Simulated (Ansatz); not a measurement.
Crystal: Mg₂SbCl, the end point of a relaxation with Ansatz, DFT PBEsol, scalar-relativistic, plane waves, PAW; the starting structure was generated, so it need not be a known form of this composition.

Space group R-3m:H (No. 166). a = 4.247 Å, b = 4.247 Å, c = 18.925 Å, α = 90.00°, β = 90.00°, γ = 120.00°
```json
{"atom": "Mg", "site": "6c", "symmetry": "3m", "x": "0.0000", "y": "0.0000", "z": "0.2384"}
{"atom": "Sb", "site": "3b", "symmetry": "-3m", "x": "0.3333", "y": "0.6667", "z": "0.1667"}
{"atom": "Cl", "site": "3a", "symmetry": "-3m", "x": "0.0000", "y": "0.0000", "z": "0.0000"}
```

Q: What does its first Brillouin zone look like, and which path through it is standard?

A: It has a rhombohedral lattice (hR; extended symbol hR1). The zone is a truncated octahedron in its combinatorial type: 14 faces (6 with 4 edges, 8 with 6 edges), 36 edges, 24 vertices. Path: Γ–T–H₂ | H₀–L–Γ–S₀ | S₂–F–Γ.

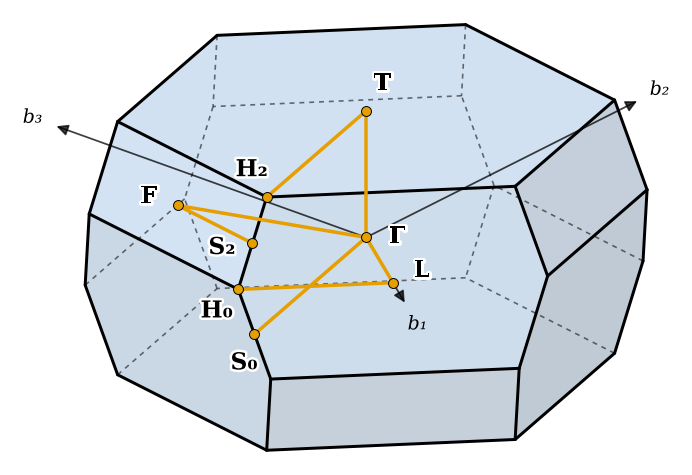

Labels and path follow the convention of Hinuma et al. (2017), as computed by seekpath; the arrows show the directions of the reciprocal primitive vectors b₁, b₂, b₃, in which coordinates are given; lengths include the factor 2π.

| point | k₁ | k₂ | k₃ | length of k (1/Å) |
| --- | --- | --- | --- | --- |
| Γ | 0 | 0 | 0 | 0.000 |
| T | 1/2 | 1/2 | 1/2 | 0.498 |
| L | 1/2 | 0 | 0 | 0.870 |
| F | 1/2 | 0 | 1/2 | 0.916 |
| S₀ | 0.346 | −0.346 | 0 | 1.024 |
| S₂ | 0.654 | 0 | 0.346 | 1.024 |
| H₀ | 1/2 | −0.192 | 0.192 | 1.039 |
| H₂ | 0.808 | 0.192 | 1/2 | 1.039 |
